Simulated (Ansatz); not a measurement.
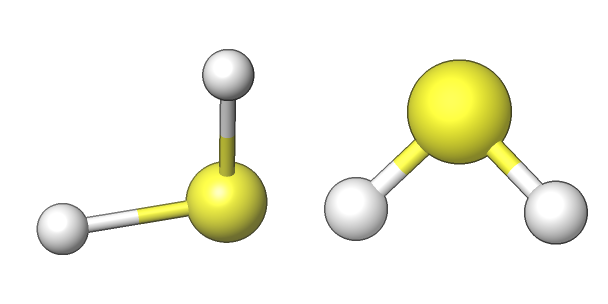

The same structure drawn twice, from different directions. Colours: hydrogen white, sulfur yellow.

What does the picture show?

Formula H2S. The point group is C2v. Coordination: 1 S bent.

The parts below concern this one geometry. Atoms keep their numbers from picture to picture. Computed geometry: PBE0-D4/def2-TZVP optimisation.

## Geometry

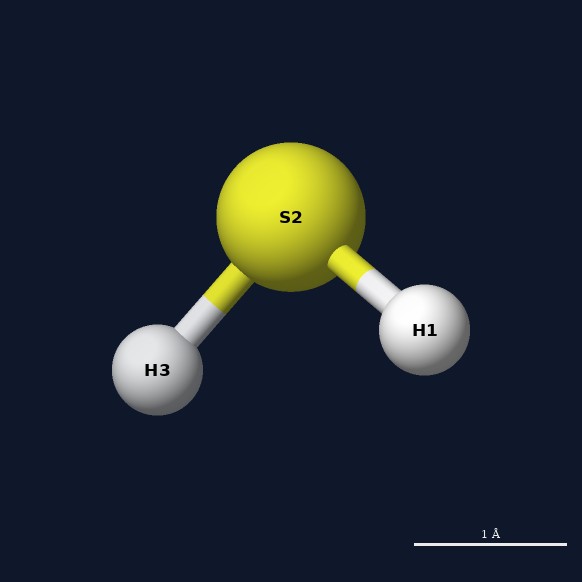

Atoms carry their numbers in the input.

List the bonds and their lengths.

```csv
bond,length (Å)
H1–S2,1.341
S2–H3,1.341
```

## Electronic properties

Level of theory: RKS PBE0-D4/def2-TZVPP (Ansatz 0.2.0).

**Give the HOMO energy (Kohn–Sham orbital) at this level.**

−7.49 eV.

**Give the LUMO energy (Kohn–Sham orbital) at this level.**

0.60 eV.

## Dipole moment

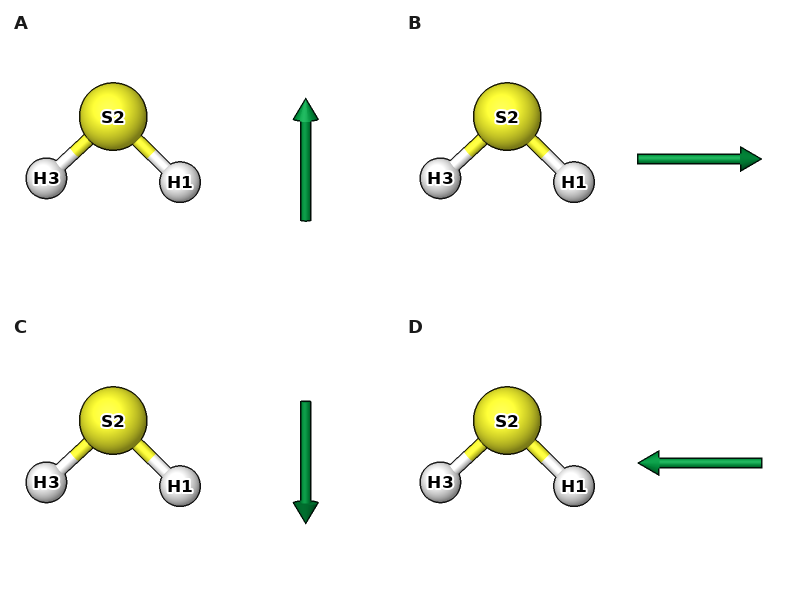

The same molecule four times, each with an arrow. Level of theory: RKS PBE0-D4/def2-TZVP (Ansatz 0.2.0).

**Which arrow points along the dipole moment, from the negative to the positive end?**

C. The dipole moment is 1.16 D; it points from the side of S2 to the side of H1, H3 (the outermost atoms at the two ends).

## Charges

The questions are on Mulliken charges. Method: RKS PBE0-D4/def2-TZVP (Ansatz 0.2.0).

List the Mulliken charges.

```tsv
atom	value (e)
H1	0.17
S2	−0.35
H3	0.17
```

## Vibrations

Harmonic vibrations computed with RKS PBE0-D4/def2-TZVP (Ansatz 0.2.0) at a stationary point of the same level.

**List the wavenumbers.**

3 modes: 1209, 2724, 2740 cm⁻¹.

Mulliken values depend strongly on the basis set and can even reverse the polarity of a bond.
